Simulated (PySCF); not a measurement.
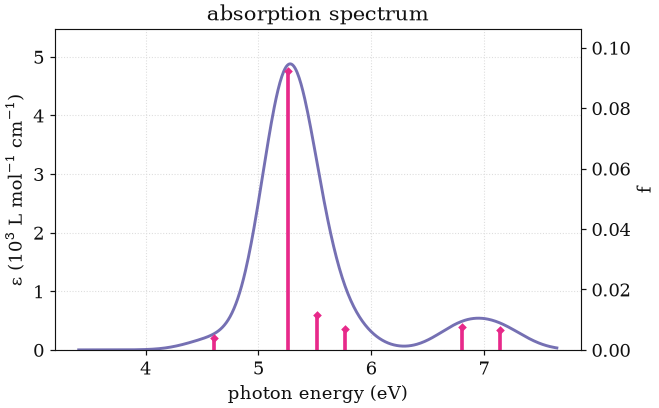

Vertical TDDFT excitations, PBE0/def2-SVPD, PySCF, at a GFN2-xTB geometry (no frequency check), gas phase. Only the first 6 singlet excitations are included; each is broadened by a Gaussian of 1/e half-width 0.33 eV. Sticks give oscillator strengths (right axis).

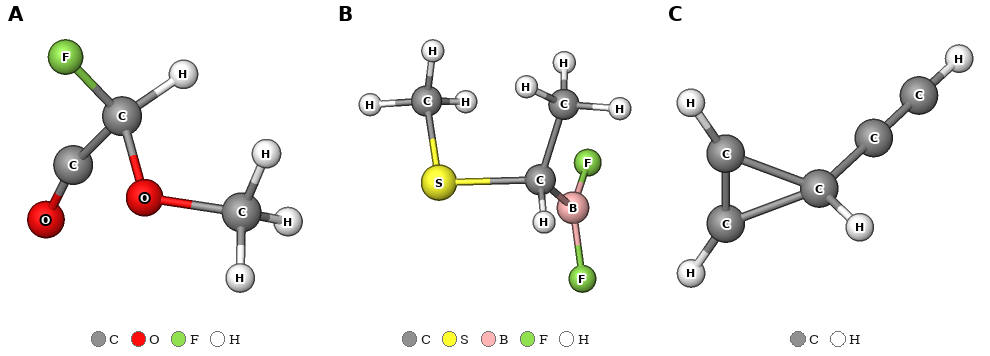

**Which molecule gives this spectrum? Choose among the lettered structures. Charge and spin: A +1 singlet; B neutral singlet; C neutral singlet.**

Structure A, C₃H₄FO₂⁺, SMILES CO[C@H](F)C#[O+]. Its lowest singlet lies at 4.61 eV (f = 0.004) and the brightest of those computed is S2 at 5.26 eV (236 nm), f = 0.092, mainly HOMO → LUMO+1 (80 %).

Known limits of this run: the tight-binding geometry is rougher than a DFT one and adds to the error; one conformer of a flexible molecule; core orbitals are frozen in the response.
